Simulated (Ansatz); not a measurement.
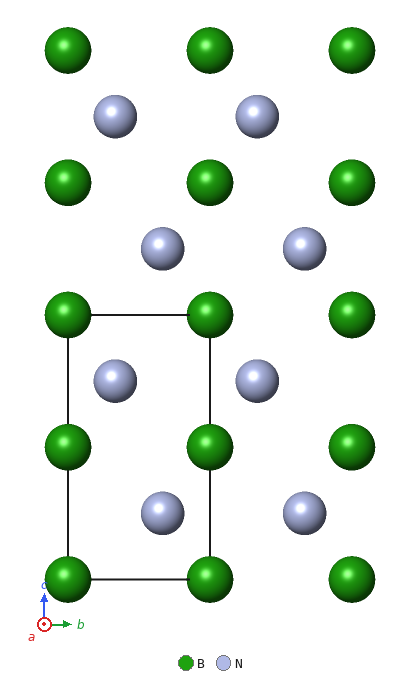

The picture looks along a close-packed row of the hexagonal mesh; c points upwards. Every atom sits on one of the three columns of the mesh; call them A, B, C in the order in which they first turn up. The sequence starts with the first layer at or above the cell's origin.

BN (space group P6_3/mmc, No. 194): coordinates from a relaxation with Ansatz 0.2.0, DFT, LDA, plane waves, PAW; the starting structure was generated, so it need not be a known form of this composition.

### Give the sequence of layers in one repeat, with element and column.

B(A) – N(B) – B(A) – N(C) (four layers in 3.98 Å).

### How are the N layers alone stacked?

N layers alone: BC, the hexagonal close-packed type.

### Which positions between or in the N layers do the other atoms fill?

B: two octahedral sites, counted in one hexagonal cell.
